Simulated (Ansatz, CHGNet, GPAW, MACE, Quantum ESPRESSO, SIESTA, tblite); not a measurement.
# How far do other methods lie from plane waves? Twisted graphene monolayer on bilayer, 87.80° (78 atoms)

One geometry of twisted graphene monolayer on bilayer, 87.80° (78 atoms) is solved by several programs and methods. How far do their forces lie from a plane-wave PBE run?

Results are calculated, not measured.

## Step 1: The cell

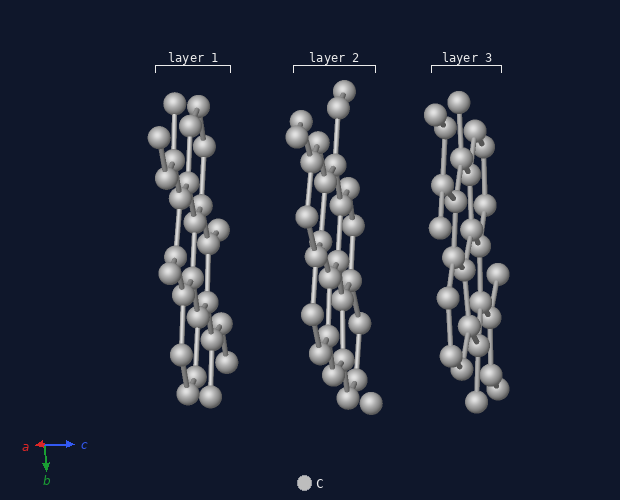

The cell (carbon light grey). Bonds to atoms that aren't drawn are left out. Some periodic images of atoms are drawn too.

The cell holds 78 atoms (78 C), with edges of 8.87, 8.87 and 20.69 Å. Recipe: graphene (a = 2.46 Å) under graphene (a = 2.46 Å), monolayer on bilayer, commensurate cell of 13 unit cells a layer, twist 87.80 deg; facing planes 3.32, 3.37 Å apart as built; 14 Å of vacuum; minimised with a classical potential. Then every atom was moved at random, 0.03 Å r.m.s. a Cartesian component.

## Step 2: The reference input

Quantum ESPRESSO 7.5: Kohn-Sham DFT, PBE, SSSP efficiency 1.3.0 pseudopotentials, plane waves. Its input, pw.in:

```
&control
  calculation = 'scf'
  pseudo_dir = './pseudo'
  outdir = './tmp'
  disk_io = 'none'
  tprnfor = .true.
/
&system
  ibrav = 0
  nat = 78
  ntyp = 1
  ecutwfc = 45
  ecutrho = 360
  nosym = .true.
  occupations = 'smearing'
  smearing = 'fd'
  degauss = 0.003675
/
&electrons
  conv_thr = 3.9e-07
  electron_maxstep = 100
  mixing_beta = 0.2
  mixing_mode = 'local-TF'
  diagonalization = 'david'
/
ATOMIC_SPECIES
C 12.011 C.upf
CELL_PARAMETERS angstrom
8.86970 0.00000 0.00000
-4.43485 7.68139 0.00000
0.00000 0.00000 20.69000
ATOMIC_POSITIONS crystal
C 0.12194 0.17526 0.33574
C 0.17271 0.04549 0.33617
C 0.20261 0.48551 0.33599
C 0.25636 0.36198 0.33468
[... 72 atom lines left out ...]
C 0.10246 0.36150 0.66247
C 0.05061 0.17531 0.66314
K_POINTS gamma
```

```console
$ OMP_NUM_THREADS=1 mpirun -np 4 pw.x -in pw.in > output.txt
```

The job ended after 2.7 min (4 MPI ranks of Arm Neoverse V1, shared host; peak memory 3.1 GiB).

It converged with an r.m.s. force component of 1.6 eV/Å.

## Step 3: The other programs

- CHGNet: machine-learned potential, published weights.
- GPAW 26.7.0: PAW with atomic orbitals (LCAO), plane waves or a real-space grid of spacing h.
- MACE: machine-learned potential, published weights.
- SIESTA 5.4.2: numerical atomic orbitals, whose automatically made sets are far from complete, with PseudoDojo norm-conserving potentials that we converted to its format (checked against plane waves on the same files for H, C, O, Si, Ge and Ca alone); labels give functional, basis size, energy shift and mesh cutoff.
- tblite 0.8.0: extended tight binding, driven from Python.

All use the same cell and atoms, and the electronic-structure runs the same k-mesh.

## Step 4: Side by side

Differences are against the reference: forces as r.m.s. over components, share as that over the reference's r.m.s. force, slope as the fitted ratio of a run's forces to the reference's.

```
                                                 run  Δ force, r.m.s. (meV/Å)  share (%)  slope  cores  CPU time  memory (GiB)
                                           reference                        -          -      -      4    11 min           3.1
                              CHGNet 0.3.0 potential                      332       20.9  0.833      1     5.8 s           1.7
                         GPAW PBE, LCAO dzp, h 0.2 Å                      102       6.45  1.053      1      84 s          0.84
            GPAW PBE, LCAO sz(dzp), h 0.2 Å (coarse)                      472       29.7  1.232      1      30 s          0.67
           GPAW PBE, LCAO szp(dzp), h 0.2 Å (coarse)                      211       13.3  1.048      1      61 s          0.81
                        MACE MP-0b3 medium potential                      170       10.7  0.909      1      10 s           1.1
                         MACE MPA-0 medium potential                      126       7.94  1.027      1     9.9 s           1.1
         SIESTA PBE, DZP, shift 0.01 Ry, mesh 300 Ry                      178       11.2  1.094      2   2.7 min           1.1
 SIESTA PBE, SZ, shift 0.01 Ry, mesh 300 Ry (coarse)                      588       37.1  1.300      1      38 s          0.51
SIESTA PBE, SZP, shift 0.01 Ry, mesh 300 Ry (coarse)                      375       23.7  1.168      1   1.9 min          0.82
                                     tblite GFN1-xTB                     96.9       6.11  0.970      1     1.6 s          0.12
                                     tblite GFN2-xTB                      107       6.76  0.958      1     4.2 s          0.12
```

Rows marked coarse were listed beforehand as settings not expected to be converged; some can still land near the reference.

Times of the machine-learned potentials are mostly Python's start and the loading of weights.

CPU time is summed over cores on shared hosts, so it is rough.

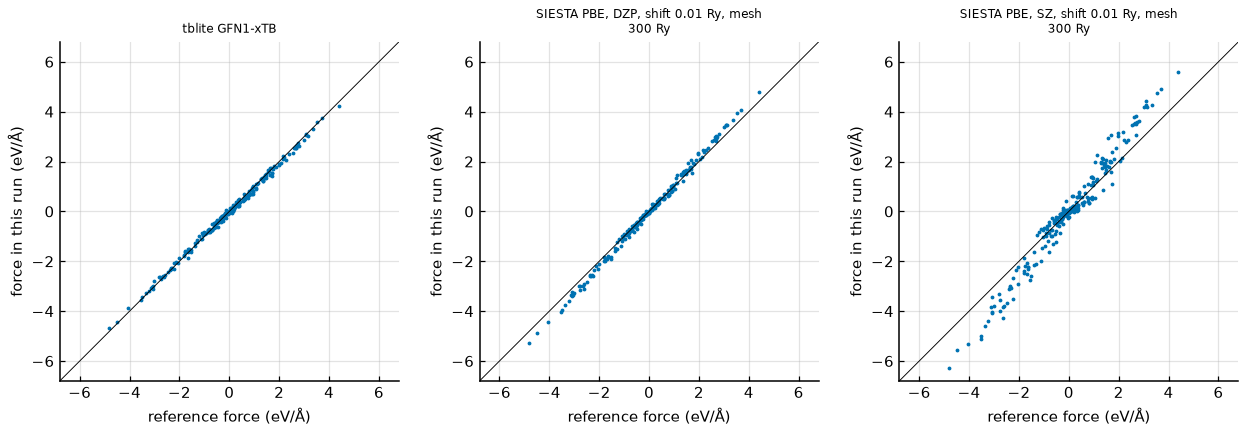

Force components against those of the reference; the line marks equality.

## Step 5: Findings

Forces lie from 6.1 % (tblite GFN1-xTB) to 37 % (SIESTA PBE, SZ, shift 0.01 Ry, mesh 300 Ry, coarse) of the reference's r.m.s. force of 1.6 eV/Å away from it. The PBE runs in local orbitals, coarse settings apart, differ by 6.5 % (GPAW PBE, LCAO dzp, h 0.2 Å) to 11 % (SIESTA PBE, DZP, shift 0.01 Ry, mesh 300 Ry); basis, grid and potentials can all enter. Tight binding differs by 6.1 % (tblite GFN1-xTB) to 6.8 % (tblite GFN2-xTB); it is another model, with fitted parameters of its own, and the xTB methods hold dispersion. Machine-learned potentials differ by 7.9 % (MACE MPA-0 medium potential) to 21 % (CHGNet 0.3.0 potential); they were trained on other programs' data. Among those trained on PBE data the slope goes as low as 0.83, which softening far from their training structures can give, though the reference's k-sampling is untested too.

Runs with settings chosen to be coarse differ by 13 % (GPAW PBE, LCAO szp(dzp), h 0.2 Å) to 37 % (SIESTA PBE, SZ, shift 0.01 Ry, mesh 300 Ry), their programs' other errors included. SIESTA PBE, SZ, shift 0.01 Ry, mesh 300 Ry stiffens the forces by a factor of 1.30 while following their directions (correlation 0.986); the slopes of the 3 SIESTA runs lie between 1.09 and 1.30.

Caveats: Periodic xTB results under one method name differ between programs and library versions. Machine-learned potentials mimic data converged in k, so the reference's own k-point error enters their differences. The reference's PBE has no dispersion term, which matters for the binding between molecules or layers. One k-point is far too coarse for the carbon or group-IV sheet, and it can put spurious forces of up to about 1 eV/Å on the sheet's atoms. The electronic-structure runs sample only Γ, in a cell whose shortest periodic width is 8 Å. The slab repeats along its normal with no dipole correction. Where levels are smeared, the DFT runs use Fermi–Dirac occupations at 580 K (0.05 eV), and energies are free energies. The atoms were displaced at random, and shares hang on the size of the forces that this gives. The reference's cutoffs and mesh weren't converged further here.

[Logs are printed without paths, hosts, clocks, repeated set-up lines and the standing remarks that a program may print on its own settings, such as how far it seeks lower states.]

[Hosts, paths, dates, database ids (printed as entryN), source tags and the programs' standing remarks are cut or masked in the printed files.]

[Cells were taken only where this reference lay near another plane-wave run.]
